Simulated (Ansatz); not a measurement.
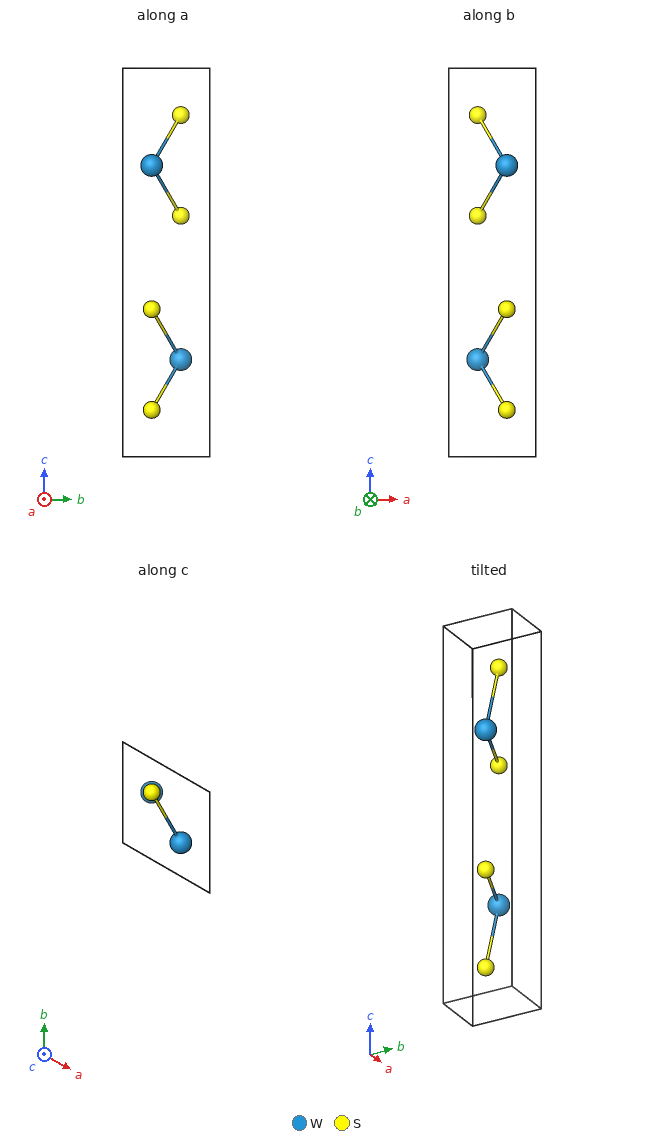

Ball-and-stick drawing of the structure, looking along the a axis, along the b axis, along the c axis and slightly off an axis. The box is the conventional unit cell; atoms on or close to its faces, edges and corners are drawn wherever they repeat.

Lattice parameters: a = 3.154 Å, b = 3.154 Å, c = 12.143 Å, α = 90.00°, β = 90.00°, γ = 120.00°.

### Put the structure into a table of Wyckoff sites, with free fractional coordinates to two decimals.

Space group P6_3/mmc (No. 194).
```
atom  site       x       y     z
   W    2c  0.3333  0.6667  0.25
   S    4f  0.6667  0.3333  0.38
```

The structure was taken from a structure type filled with these elements by a generator (whether the compound takes this form wasn't checked). It is drawn as it came out of a relaxation with DFT, PBE-D3(BJ), plane waves, PAW in Ansatz 0.2.0.
